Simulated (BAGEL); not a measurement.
# singlet CH4ClGe+, step by step

We compute a single-point energy (singlet CH4ClGe+, HF/cc-pVDZ), then a single-point energy (doublet CH4ClGe, NEVPT2(3,3)/cc-pVDZ), then the energy (doublet CH4ClGe, CASPT2(3,3)/cc-pVDZ) of CH4ClGe. 

Program for the calculation: BAGEL 1.2.2.

3 further runs of the same task are left out: 3 set aside as unsound or not needed.

## 1. The structure to begin with

CH4ClGe+: 7 atoms, total charge +1, spin state singlet. As SMILES of the parent species, `[CH3][GeH][Cl]`. The Ge2–H7 distance was set to 2.484 Å, away from the relaxed value. That shape belongs to the parent species and isn't relaxed for this state. At this shape a bond of the SMILES string is far longer than usual.

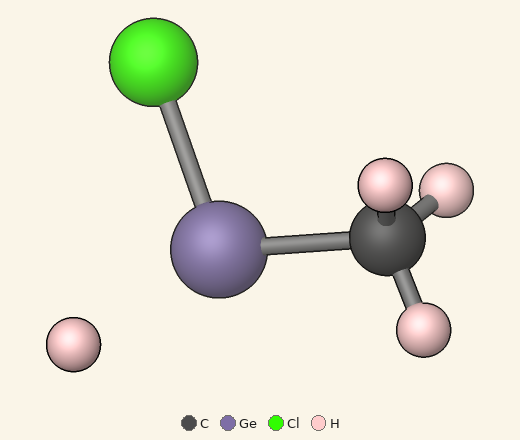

Viewed from a chosen angle; carbon dark grey, germanium purple, chlorine green, hydrogen pink.

## 2. The energy at HF/cc-pVDZ (density fitting with svp-jkfit) (run 1)

calc.json reads:

```json
{ "bagel": [

{
  "title": "molecule",
  "basis": "cc-pvdz.json",
  "df_basis": "svp-jkfit",
  "geometry": [
    { "atom": "C", "xyz": [    -2.92279215,     0.19239302,     0.07991841 ] },
    { "atom": "Ge", "xyz": [    -0.20442112,    -2.30941540,     0.22882883 ] },
    { "atom": "Cl", "xyz": [     0.38441754,    -3.20930298,     4.18326971 ] },
    { "atom": "H", "xyz": [    -2.35644123,     1.84798207,     1.17444778 ] },
    { "atom": "H", "xyz": [    -4.64830108,    -0.59562278,     0.87870564 ] },
    { "atom": "H", "xyz": [    -3.25689573,     0.74230332,    -1.87840478 ] },
    { "atom": "H", "xyz": [     3.89548143,    -0.61321613,    -1.30410000 ] }
  ]
},

{
  "title": "hf",
  "charge": 1
},

{
  "title": "print",
  "file": "orbitals.molden",
  "orbitals": true
}

]}
```

The basis set cc-pVDZ is read from a file made from the Basis Set Exchange's data (not shown).

Started as:

```bash
BAGEL_NUM_THREADS=1 BAGEL calc.json > calc.out
```

Standard output:

```text
* using 1 threads per process

  ===============================================================
  ===============================================================

  *** Geometry ***

  { "atom" : "C", "xyz" : [     -2.922792,      0.192393,      0.079918 ] },
  { "atom" : "Ge", "xyz" : [     -0.204421,     -2.309415,      0.228829 ] },
  { "atom" : "Cl", "xyz" : [      0.384418,     -3.209303,      4.183270 ] },
  { "atom" : "H", "xyz" : [     -2.356441,      1.847982,      1.174448 ] },
  { "atom" : "H", "xyz" : [     -4.648301,     -0.595623,      0.878706 ] },
  { "atom" : "H", "xyz" : [     -3.256896,      0.742303,     -1.878405 ] },
  { "atom" : "H", "xyz" : [      3.895481,     -0.613216,     -1.304100 ] },

  Number of auxiliary basis functions:      541

  Since a DF basis is specified, we compute 2- and 3-index integrals:
    o Being stored without compression. Storage requirement is 0.027 GB

  Number of basis functions:       79
  Number of electrons      :       59

    * METHOD: MOLECULE                             0.21

  *** RHF ***

  === Nuclear Repulsion ===
   248.3736304402

      * DIIS with orbital gradients will be used.

  === RHF iteration (cc-pvdz.json) ===
      0      -2574.49427935          0.01410700           0.07
      1      -2574.61520295          0.00740647           0.06
      2      -2574.64809568          0.00126229           0.07
      3      -2574.64991856          0.00026857           0.07
      4      -2574.65002019          0.00013893           0.07
      5      -2574.65004484          0.00005067           0.07
      6      -2574.65005049          0.00002053           0.07
      7      -2574.65005142          0.00000765           0.07
      8      -2574.65005155          0.00000301           0.07
      9      -2574.65005158          0.00000093           0.07
     10      -2574.65005158          0.00000035           0.07
     11      -2574.65005158          0.00000013           0.07
     12      -2574.65005158          0.00000005           0.07
     13      -2574.65005158          0.00000002           0.07
     14      -2574.65005158          0.00000001           0.07
    * SCF iteration converged.

    * Permanent dipole moment:
           (    0.203315,    -0.544679,     1.624984) a.u.

    * METHOD: HF                                   1.19

    * METHOD: PRINT                                0.01

  ===============================================================
```

Run time: 1.7 s. Hardware: 1 thread of Intel Xeon 6975P-C (Granite Rapids), shared host; peak memory 0.14 GiB.

## 3. Doublet neutral CH4ClGe: the energy at NEVPT2(3,3)/cc-pVDZ (density fitting with svp-jkfit) (run 2)

calc.json: that of step 2 with these lines changed.

```diff
@@ -6,2 +6,3 @@
   "df_basis": "svp-jkfit",
+  "angstrom": false,
   "geometry": [
@@ -23,2 +24,25 @@
 {
+  "title": "casscf",
+  "nstate": 1,
+  "nact": 3,
+  "nclosed": 28,
+  "nspin": 1,
+  "active": [29, 30, 31],
+  "maxiter": 200,
+  "natocc": true
+},
+
+{
+  "title": "nevpt2",
+  "nstate": 1,
+  "nact": 3,
+  "nclosed": 28,
+  "nspin": 1,
+  "active": [29, 30, 31],
+  "maxiter": 200,
+  "natocc": true,
+  "ncore": 15
+},
+
+{
   "title": "print",
```

The basis set cc-pVDZ is read from a file made from the Basis Set Exchange's data (not shown).

Started as:

```bash
BAGEL_NUM_THREADS=1 BAGEL calc.json > calc.out
```

Standard output:

```text
* using 1 threads per process

  ===============================================================
  ===============================================================

  *** Geometry ***

  { "atom" : "C", "xyz" : [     -2.922792,      0.192393,      0.079918 ] },
  { "atom" : "Ge", "xyz" : [     -0.204421,     -2.309415,      0.228829 ] },
  { "atom" : "Cl", "xyz" : [      0.384418,     -3.209303,      4.183270 ] },
  { "atom" : "H", "xyz" : [     -2.356441,      1.847982,      1.174448 ] },
  { "atom" : "H", "xyz" : [     -4.648301,     -0.595623,      0.878706 ] },
  { "atom" : "H", "xyz" : [     -3.256896,      0.742303,     -1.878405 ] },
  { "atom" : "H", "xyz" : [      3.895481,     -0.613216,     -1.304100 ] },

  Number of auxiliary basis functions:      541

  Since a DF basis is specified, we compute 2- and 3-index integrals:
    o Being stored without compression. Storage requirement is 0.027 GB

  Number of basis functions:       79
  Number of electrons      :       59

    * METHOD: MOLECULE                             0.27

  *** RHF ***

  === Nuclear Repulsion ===
   248.3736304402

      * DIIS with orbital gradients will be used.

  === RHF iteration (cc-pvdz.json) ===
      0      -2574.49427935          0.01410700           0.07
      1      -2574.61520295          0.00740647           0.07
      2      -2574.64809568          0.00126229           0.07
      3      -2574.64991856          0.00026857           0.07
      4      -2574.65002019          0.00013893           0.07
      5      -2574.65004484          0.00005067           0.07
      6      -2574.65005049          0.00002053           0.07
      7      -2574.65005142          0.00000765           0.07
      8      -2574.65005155          0.00000301           0.07
      9      -2574.65005158          0.00000093           0.07
     10      -2574.65005158          0.00000035           0.10
     11      -2574.65005158          0.00000013           0.07
     12      -2574.65005158          0.00000005           0.07
     13      -2574.65005158          0.00000002           0.07
     14      -2574.65005158          0.00000001           0.07
    * SCF iteration converged.

    * Permanent dipole moment:
           (    0.203315,    -0.544679,     1.624984) a.u.

    * METHOD: HF                                   1.22

  ---------------------------
      CASSCF calculation
  ---------------------------

    ==== Active orbitals : =====
         Orbital 29
         Orbital 30
         Orbital 31
    ============================

    * nstate   :      1
    * nclosed  :     28
    * nact     :      3
    * nvirt    :     48
  === CASSCF iteration (cc-pvdz.json) ===

    * Using the second-order algorithm

      0  0     -2574.96147501     1.01e-02      0.02

      1  0     -2575.00061441     1.15e-03      0.35

      2  0     -2575.00258923     2.62e-04      0.36

      3  0     -2575.00265224     9.40e-05      0.33

      4  0     -2575.00265997     3.51e-05      0.33

      5  0     -2575.00266110     1.35e-05      0.35

      6  0     -2575.00266128     5.32e-06      0.34

      7  0     -2575.00266131     2.13e-06      0.34

      8  0     -2575.00266132     8.56e-07      0.32

      9  0     -2575.00266132     3.46e-07      0.36

     10  0     -2575.00266132     1.40e-07      0.34

     11  0     -2575.00266132     5.70e-08      0.34

     12  0     -2575.00266132     2.32e-08      0.30

     13  0     -2575.00266132     9.42e-09      0.30

    * Second-order optimization converged. *

     guess   0:   closed 1..                  open .1.

  === FCI iteration ===

      0  0     -2574.95771336     4.49e-02      0.00
      1  0     -2574.99948955     1.38e-02      0.00
      2  0     -2575.00231120     2.11e-03      0.00
      3  0     -2575.00256839     1.46e-03      0.00
      4  0     -2575.00264488     8.09e-04      0.00
      5  0     -2575.00266126     5.54e-05      0.00
      6  0     -2575.00266132     1.75e-06      0.00
      7  0 *   -2575.00266132     1.18e-15      0.00

     * ci vector, state   0, <S^2> = 0.7500
       2a.    -0.9466659756
       aba     0.2152933846
       .a2    -0.1546441682
       baa     0.1080239133
       aab     0.1072694713
       .2a     0.0739569529
       a.2    -0.0602518169

    * METHOD: CASSCF                               4.55

    * freezing 15 orbitals

  === DF-NEVPT2 calculation ===

    * 3-index integral transformation done
    * assembly done

      NEVPT2 correlation energy:   -0.3605885906      0.12

          (+0)     -0.2995262277
          (+0)'    -0.0076086842
          (+1)     -0.0135470222
          (+1)'    -0.0009553820
          (+2)     -0.0005053699
          (-1)     -0.0288012752
          (-1)'    -0.0024548643
          (-2)     -0.0071897651

      NEVPT2 total energy:       -2575.3632499085

    * METHOD: NEVPT2                               0.24

    * METHOD: PRINT                                0.01

  ===============================================================
```

It took 6.6 s on 1 thread of Intel Xeon 6975P-C (Granite Rapids), shared host; peak memory 0.14 GiB.

## 4. Doublet neutral CH4ClGe: the energy at CASPT2(3,3)/cc-pVDZ (density fitting with svp-jkfit) (run 3)

input.json reads:

```json
{ "bagel": [

{
  "title": "molecule",
  "basis": "cc-pvdz.json",
  "df_basis": "svp-jkfit",
  "angstrom": false,
  "geometry": [
    { "atom": "C", "xyz": [    -2.92279215,     0.19239302,     0.07991841 ] },
    { "atom": "Ge", "xyz": [    -0.20442112,    -2.30941540,     0.22882883 ] },
    { "atom": "Cl", "xyz": [     0.38441754,    -3.20930298,     4.18326971 ] },
    { "atom": "H", "xyz": [    -2.35644123,     1.84798207,     1.17444778 ] },
    { "atom": "H", "xyz": [    -4.64830108,    -0.59562278,     0.87870564 ] },
    { "atom": "H", "xyz": [    -3.25689573,     0.74230332,    -1.87840478 ] },
    { "atom": "H", "xyz": [     3.89548143,    -0.61321613,    -1.30410000 ] }
  ]
},

{
  "title": "hf",
  "charge": 1
},

{
  "title": "casscf",
  "nstate": 1,
  "nact": 3,
  "nclosed": 28,
  "nspin": 1,
  "active": [29, 30, 31],
  "maxiter": 200,
  "natocc": true
},

{
  "title": "print",
  "file": "orbitals.molden",
  "orbitals": true
},

{
  "title": "smith",
  "method": "caspt2",
  "ms": true,
  "xms": true,
  "sssr": true,
  "shift": 0.2,
  "shift_imag": true,
  "ncore": 15
}

]}
```

The basis set cc-pVDZ is read from a file made from the Basis Set Exchange's data (not shown).

Started as:

```bash
BAGEL_NUM_THREADS=1 BAGEL input.json > input.out
```

Standard output:

```text
* using 1 threads per process

  ===============================================================
  ===============================================================

  *** Geometry ***

  { "atom" : "C", "xyz" : [     -2.922792,      0.192393,      0.079918 ] },
  { "atom" : "Ge", "xyz" : [     -0.204421,     -2.309415,      0.228829 ] },
  { "atom" : "Cl", "xyz" : [      0.384418,     -3.209303,      4.183270 ] },
  { "atom" : "H", "xyz" : [     -2.356441,      1.847982,      1.174448 ] },
  { "atom" : "H", "xyz" : [     -4.648301,     -0.595623,      0.878706 ] },
  { "atom" : "H", "xyz" : [     -3.256896,      0.742303,     -1.878405 ] },
  { "atom" : "H", "xyz" : [      3.895481,     -0.613216,     -1.304100 ] },

  Number of auxiliary basis functions:      541

  Since a DF basis is specified, we compute 2- and 3-index integrals:
    o Being stored without compression. Storage requirement is 0.027 GB

  Number of basis functions:       79
  Number of electrons      :       59

    * METHOD: MOLECULE                             0.21

  *** RHF ***

  === Nuclear Repulsion ===
   248.3736304402

      * DIIS with orbital gradients will be used.

  === RHF iteration (cc-pvdz.json) ===
      0      -2574.49427935          0.01410700           0.07
      1      -2574.61520295          0.00740647           0.06
      2      -2574.64809568          0.00126229           0.06
      3      -2574.64991856          0.00026857           0.06
      4      -2574.65002019          0.00013893           0.06
      5      -2574.65004484          0.00005067           0.07
      6      -2574.65005049          0.00002053           0.06
      7      -2574.65005142          0.00000765           0.06
      8      -2574.65005155          0.00000301           0.06
      9      -2574.65005158          0.00000093           0.07
     10      -2574.65005158          0.00000035           0.06
     11      -2574.65005158          0.00000013           0.06
     12      -2574.65005158          0.00000005           0.07
     13      -2574.65005158          0.00000002           0.06
     14      -2574.65005158          0.00000001           0.09
    * SCF iteration converged.

    * Permanent dipole moment:
           (    0.203315,    -0.544679,     1.624984) a.u.

    * METHOD: HF                                   1.15

  ---------------------------
      CASSCF calculation
  ---------------------------

    ==== Active orbitals : =====
         Orbital 29
         Orbital 30
         Orbital 31
    ============================

    * nstate   :      1
    * nclosed  :     28
    * nact     :      3
    * nvirt    :     48
  === CASSCF iteration (cc-pvdz.json) ===

    * Using the second-order algorithm

      0  0     -2574.96147501     1.01e-02      0.02

      1  0     -2575.00061441     1.15e-03      0.37

      2  0     -2575.00258923     2.62e-04      0.38

      3  0     -2575.00265224     9.40e-05      0.35

      4  0     -2575.00265997     3.51e-05      0.34

      5  0     -2575.00266110     1.35e-05      0.37

      6  0     -2575.00266128     5.32e-06      0.37

      7  0     -2575.00266131     2.13e-06      0.37

      8  0     -2575.00266132     8.56e-07      0.35

      9  0     -2575.00266132     3.46e-07      0.37

     10  0     -2575.00266132     1.40e-07      0.36

     11  0     -2575.00266132     5.70e-08      0.35

     12  0     -2575.00266132     2.32e-08      0.31

     13  0     -2575.00266132     9.42e-09      0.30

    * Second-order optimization converged. *

     guess   0:   closed 1..                  open .1.

  === FCI iteration ===

      0  0     -2574.95771336     4.49e-02      0.00
      1  0     -2574.99948955     1.38e-02      0.00
      2  0     -2575.00231120     2.11e-03      0.00
      3  0     -2575.00256839     1.46e-03      0.00
      4  0     -2575.00264488     8.09e-04      0.00
      5  0     -2575.00266126     5.54e-05      0.00
      6  0     -2575.00266132     1.75e-06      0.00
      7  0 *   -2575.00266132     1.18e-15      0.00

     * ci vector, state   0, <S^2> = 0.7500
       2a.    -0.9466659756
       aba     0.2152933846
       .a2    -0.1546441682
       baa     0.1080239133
       aab     0.1072694713
       .2a     0.0739569529
       a.2    -0.0602518169

    * METHOD: CASSCF                               4.77

    * METHOD: PRINT                                0.01

  === SMITH program ===

    * freezing 15 orbitals

    * Approximate memory requirement for SMITH calulation per MPI process:
      o Storage requirement for T-amplitude, lambda, and residual is 0.02 GB
      o Storage requirement for MO integrals is 0.01 GB
    * Calculating and saving rdm4f

    * Zeroth order energy : state  0       -0.8580138834

    * CASPT2 iteration is performed using orthogonal basis

      -------------------------------------------  CASPT2 iteration  ---------------------------------------------------
       #      aibj      arbs      arbi      airj      risj      airs      arst      rist         Etot      error   time
      ------------------------------------------------------------------------------------------------------------------

       0  -0.29896  -0.00912  -0.03039  -0.01478  -0.00072  -0.00703  -0.00237  -0.00084   -0.3642155  0.0009578   0.08
       1  -0.29908  -0.00918  -0.03045  -0.01487  -0.00075  -0.00712  -0.00242  -0.00088   -0.3647378  0.0001437   0.05
       2  -0.29908  -0.00918  -0.03044  -0.01487  -0.00075  -0.00713  -0.00242  -0.00088   -0.3647516  0.0000257   0.06
       3  -0.29908  -0.00918  -0.03044  -0.01487  -0.00075  -0.00712  -0.00242  -0.00088   -0.3647520  0.0000045   0.06
       4  -0.29908  -0.00918  -0.03044  -0.01487  -0.00075  -0.00712  -0.00242  -0.00088   -0.3647521  0.0000007   0.07

      ------------------------------------------------------------------------------------------------------------------

    * CASPT2 energy : state  0    -2575.3700621240
        w/o shift correction      -2575.3674133691
        reference weight              0.8742010179

    * METHOD: SMITH                                0.53

  ===============================================================
```

Run time: 7.2 s. Hardware: 1 thread of Intel Xeon 6975P-C (Granite Rapids), shared host; peak memory 0.17 GiB.

## 5. Results

```
                                    quantity           value
             run 1, HF/cc-pVDZ: total energy  -2574.65005 Eh
              run 1, HF/cc-pVDZ: HOMO energy       -15.80 eV
              run 1, HF/cc-pVDZ: LUMO energy        -7.81 eV
            run 1, HF/cc-pVDZ: HOMO–LUMO gap         8.00 eV
doublet neutral CH4ClGe, run 2: total energy  -2575.36325 Eh
doublet neutral CH4ClGe, run 3: total energy  -2575.37006 Eh
```
